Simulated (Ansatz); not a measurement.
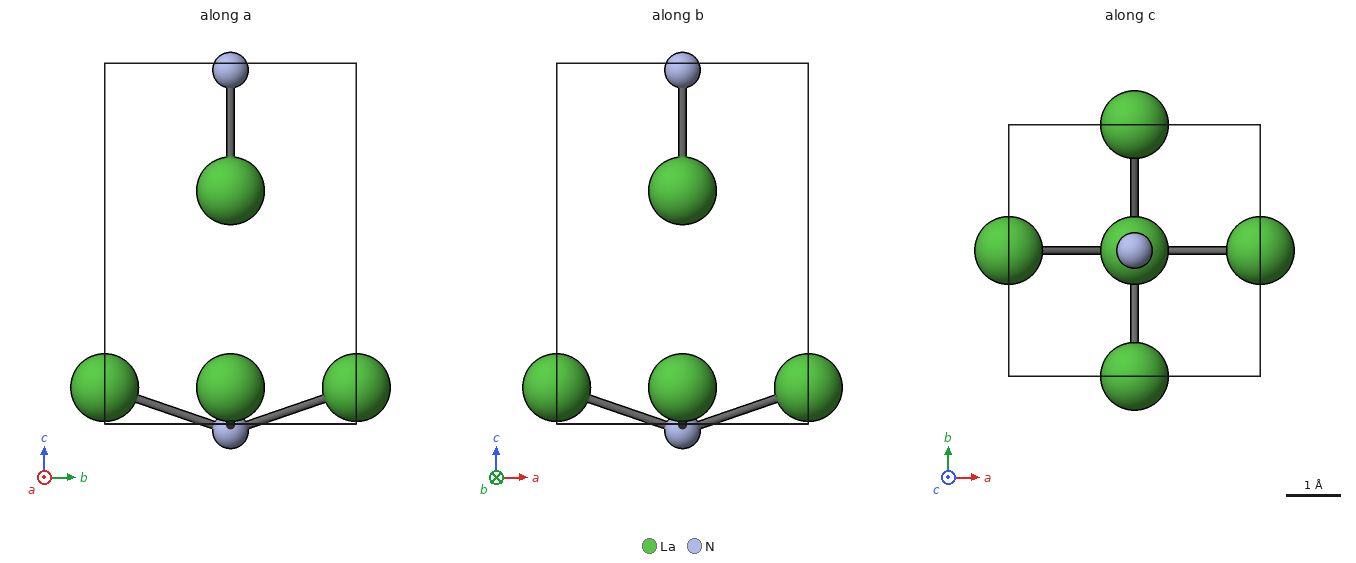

The image is a ball-and-stick drawing of a crystal, viewed along the a axis, along the b axis and along the c axis. Thin lines show the conventional unit cell, with boundary atoms drawn in all their periodic places.

Lattice parameters: a = 4.6897 Å, b = 4.6897 Å, c = 6.7219 Å, α = 90.000°, β = 90.000°, γ = 90.000°.

Transcribe the picture into a CIF with its space group and independent sites, with free fractional coordinates to two decimals.

```cif
data_structure
_symmetry_space_group_name_H-M 'P 4 m m'
_symmetry_Int_Tables_number 99
_cell_length_a 4.6897
_cell_length_b 4.6897
_cell_length_c 6.7219
_cell_angle_alpha 90.000
_cell_angle_beta 90.000
_cell_angle_gamma 90.000
_cell_volume 147.84
loop_
_atom_site_label
_atom_site_type_symbol
_atom_site_symmetry_multiplicity
_atom_site_Wyckoff_symbol
_atom_site_fract_x
_atom_site_fract_y
_atom_site_fract_z
_atom_site_occupancy
La1 La 2 c 0.50 0.00 0.10 1
La2 La 1 b 0.50 0.50 0.65 1
N1 N 1 b 0.50 0.50 0.98 1
```

The structure was taken from a random cell made by a generator, so it need not be a real form of the compound. The structure drawn was relaxed with DFT PBE, scalar-relativistic, plane waves, PAW in Ansatz 0.2.0.
